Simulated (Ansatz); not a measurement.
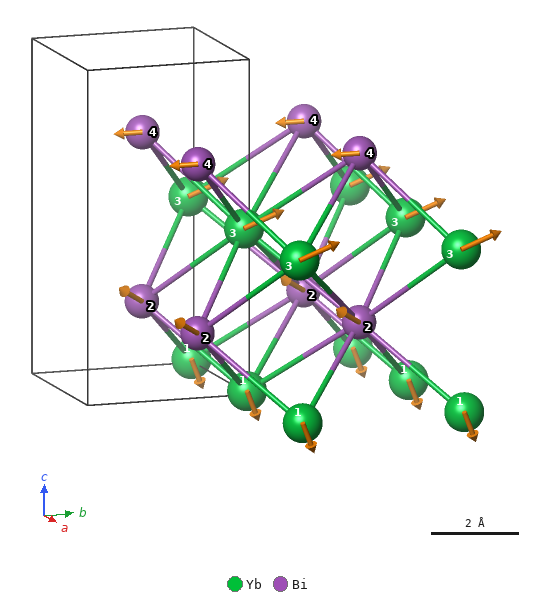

A relaxation of crystalline YbBi (built on the CsCl type) (coarse preliminary run). The starting structure is drawn; orange arrows show the displacements, magnified 10 times.

Style: ball-and-stick. Shown: the cell of the calculation, repeated 2 × 2 × 1 with one cell outlined, slightly off an axis.

Case: atoms moved at random (sigma 0.05 Å), then relaxed.

Theory: Ansatz, DFT PBE, scalar-relativistic, plane waves, PAW. Set-up: plane-wave cutoff 420 eV; k-point mesh 6 × 6 × 3; occupations gaussian; smearing width 0.05 eV; collinear spin; cell and atoms relaxed; force threshold 0.02 eV/Å; at most 80 steps.

### What happened in the run?

Yb3 moves most relative to the cell: 0.11 Å roughly along [0 3 1]. Largest moves by element: Yb 0.11 Å, Bi 0.09 Å. The drawn cell changes as follows: a 3.933 → 3.939 Å (+0.1 %), b 3.933 → 3.935 Å (0.0 %), c 7.867 → 7.868 Å (0.0 %); the volume changes by +0.2 %. Some distances before and after: Yb1–Bi2 3.241 → 3.412 Å, Bi2–Yb3 3.539 → 3.412 Å, Bi2–Yb3 (another image) 3.288 → 3.407 Å, Yb3–Bi4 3.516 → 3.409 Å. The space group (tolerance 0.01 Å) goes from P1 (No. 1) to Pm-3m (No. 221). The energy falls by 15.9 meV per atom in 2 accepted moves (3 points after the start). Largest force component: 0.34 eV/Å at the start, 0.0029 eV/Å at the end. The pressure goes from 0.48 to 0.12 GPa. At 1 point the geometry stayed and the basis and grid were re-selected for the new cell (energy shift of less than 0.05 meV per atom at most each time). The program noted that the starting moments weren't kept.

Limits of the set-up: 4f states are treated without a Hubbard U.
